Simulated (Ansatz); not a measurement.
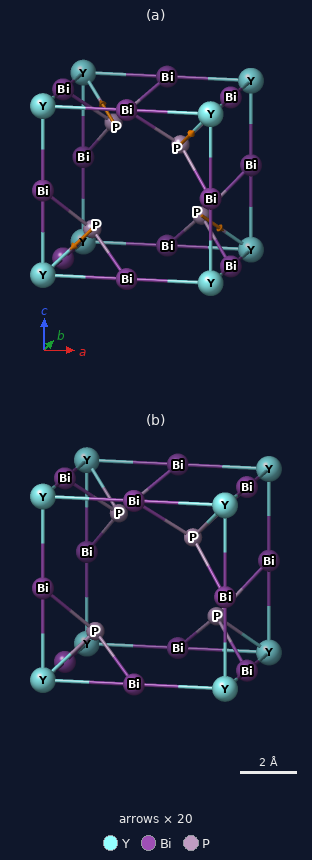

The structure of solid YBi$_{3}$P$_{4}$ (built on the VCu3S4-215 type type) before (top) and after (bottom) a relaxation, at one scale. The orange arrows give the displacements (the part carried along by the change of the cell is left out), magnified 20 times.

The picture is a ball-and-stick view of the cell of the calculation, seen slightly off an axis.

Level of theory: DFT, PBEsol, plane waves, PAW in Ansatz.

Input
```yaml
crystal:
  lattice:
    - [6.16889659, 0.0, 0.0]
    - [0.0, 6.16889659, 0.0]
    - [0.0, 0.0, 6.16889659]
  atoms:
    - { symbol: "Y", position: [0.0, 0.0, 0.0] }
    - { symbol: Bi, position: [0.0, 0.5, 0.0] }
    - { symbol: Bi, position: [0.0, 0.0, 0.5] }
    - { symbol: Bi, position: [0.5, 0.0, 0.0] }
    - { symbol: P, position: [0.7629189, 0.2370811, 0.7629189] }
    - { symbol: P, position: [0.2370811, 0.7629189, 0.7629189] }
    - { symbol: P, position: [0.7629189, 0.7629189, 0.2370811] }
    - { symbol: P, position: [0.2370811, 0.2370811, 0.2370811] }
kpoints:
  mp_grid: { grid: [4, 4, 4] }
hamiltonian:
  xc: pbesol
scf:
  occupations: { method: fermi_dirac, width: 0.03 }
relax:
  f_tol: 0.01
  cell: {}
  max_steps: 120
output:
  write_density: true
  write_potential: true
  elf: true
  volumetric_format: npy
```

Run as
```bash
ansatz run input.yaml --threads 4 --pin off --max-ram 4608MiB --backend cpu --events-out ev --progress --plain --runs-dir out
```

Describe what moved and what it gained.

The largest moves relative to the cell, 0.058 Å, are those of P5, P6, P7 and P8. P8 goes along [−1 −1 −1]. Bi and Y stay in place. The volume changes by +28.2 %, with a = b = c 6.169 → 6.701 Å (+8.6 %). Some distances before and after: Y1–Bi2 3.084 → 3.351 Å, Bi2–P5 2.628 → 2.839 Å, Y1–P5 2.533 → 2.694 Å. Among the angles between lasting bonds that change: P5–Bi4–P7 103.8° → 101.6°. The space group stays P-43m (No. 215). Over 6 accepted moves (8 points after the start) the energy falls by 259 meV per atom. Largest force component: 1.3 eV/Å at the start, 0.00027 eV/Å at the end. The pressure goes from 13.45 to 0.02 GPa. At 2 points the geometry stayed and the basis and grid were re-selected for the new cell (energy shift of 3.2 meV per atom at most each time).
